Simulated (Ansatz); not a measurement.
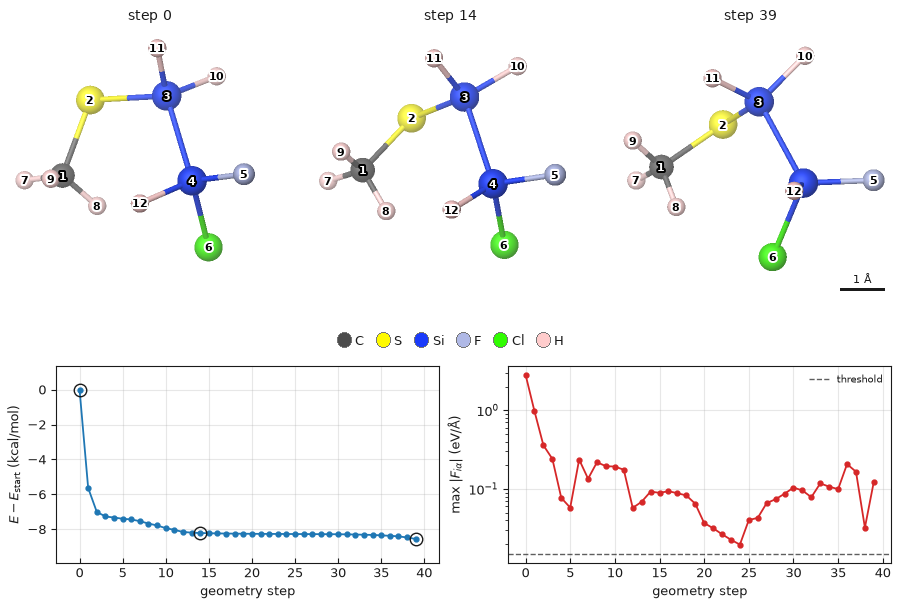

Frames of a relaxation of CH6ClFSSi2, marked on the history of the run. Style: ball-and-stick. Shown at a tilt.

The run prepares an end point of a later path (torsion) calculation, from a guessed geometry.

All numbers below come from Ansatz 0.2.0, RKS LDA/def2-SVP. (no spin polarisation; force threshold 0.015 eV/Å; at most 40 steps)

### What happens along the run?

The relaxation stopped without meeting its thresholds, so the last structure isn't shown to be converged. It used up its limit of 40 steps. After 39 geometry steps the energy has fallen by 8.55 kcal/mol. Largest force component: 2.8 eV/Å at the start, 0.12 eV/Å at the end. The largest move after the best rigid fit is that of H12, 1.50 Å. By element the largest moves are H 1.50 Å, F 1.33 Å, S 1.07 Å, Cl 0.98 Å, C 0.30 Å, Si 0.28 Å. Among the contacts that change: Si4–F5 1.553 → 1.625 Å, Si3–Si4 2.284 → 2.348 Å, C1–S2 1.868 → 1.813 Å, Si3–H11 1.462 → 1.514 Å. Among the angles between lasting bonds that change: Si3–Si4–H12 109.2° → 117.1°, S2–Si3–Si4 115.8° → 110.8°, C1–S2–Si3 103.1° → 98.2°. Groups turn about Si3–Si4 by about 80°, S2–Si3 by about 70°. From step 0 to 14: S2 moves most (0.79 Å), energy −8.21 kcal/mol. From step 14 to 39: H12 moves most (1.20 Å), energy −0.34 kcal/mol.

```
step  E − E(0), kcal/mol  largest force component, eV/Å
   0                0.00                         2.8307
   1               -5.64                         0.9705
   2               -7.00                         0.3587
   3               -7.27                         0.2415
   4               -7.33                         0.0771
   5               -7.40                         0.0580
   6               -7.44                         0.2366
   7               -7.53                         0.1351
   8               -7.67                         0.2190
   9               -7.78                         0.1947
  10               -7.93                         0.1931
  12               -8.15                         0.0575
  13               -8.19                         0.0689
  15               -8.23                         0.0894
  16               -8.24                         0.0938
  18               -8.25                         0.0828
  19               -8.25                         0.0651
  21               -8.26                         0.0318
  22               -8.27                         0.0266
  24               -8.27                         0.0197
  25               -8.27                         0.0403
  27               -8.28                         0.0663
  28               -8.28                         0.0742
  30               -8.28                         0.1043
  31               -8.29                         0.0958
  33               -8.31                         0.1178
  34               -8.32                         0.1071
  36               -8.37                         0.2070
  37               -8.40                         0.1660
  39               -8.55                         0.1240
```
